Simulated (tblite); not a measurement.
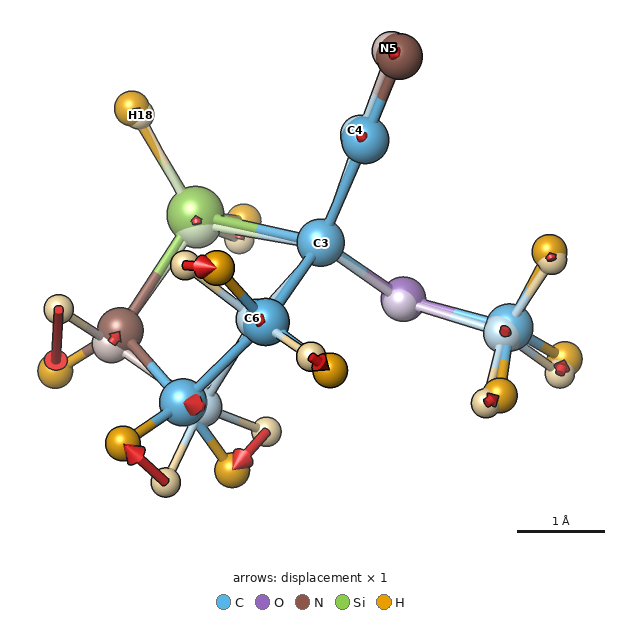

This is a relaxation of C₅H₁₀N₂OSi. The starting structure is drawn faded, the final one solid; red arrows show the displacements, at their true length. The two geometries are superimposed by the best rigid fit.

The picture is a ball-and-stick view, seen at a tilt.

All numbers below come from GFN2-xTB geometry optimisation, gas phase in tblite 0.8.0. 

What did the optimiser do to the structure, and how much energy did it gain?

An H atom moves most after the best rigid fit: 1.41 Å. Largest moves by element: H 1.41 Å, C 0.33 Å, N 0.18 Å, Si 0.11 Å, O 0.07 Å. Among the contacts that change: N–Si 1.796 → 1.714 Å, C–O 1.355 → 1.425 Å, H–N 1.052 → 1.006 Å, C–Si 1.898 → 1.935 Å. Bond angles that change, for instance: Si–N–H 105.1° → 125.1°, C–N–Si 98.4° → 115.2°, C–N–H 104.7° → 114.6°. Groups turn about C–C by about 35°. After 93 geometry steps the energy has fallen by 95.3 kJ/mol.
